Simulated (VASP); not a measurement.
Band structure of Na2Te (space group Fm-3m). All values below come from PBEsol GGA, VASP's PBE PAW potentials (set 64) (plane waves; VASP).

Unless said otherwise, spin-orbit coupling is left out, though it shifts the bands of the heavy elements here.

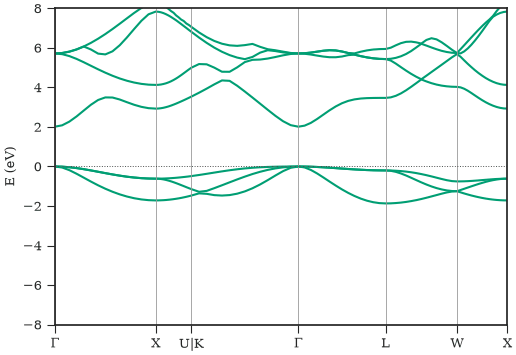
Fig. 1. Bands along high-symmetry lines, zero at the valence-band maximum or, without a gap, the Fermi level

**Question.** Read the plot: is there a gap, and where are the band edges?

**Answer.** The gap is direct, 2.01 eV, from the valence maximum at Γ to the conduction minimum at Γ. (Edges off the drawn lines would not show.)

The structure comes from a computed database's Na2Te entry (Fm-3m); how it stands against other phases isn't given here. It was relaxed first.
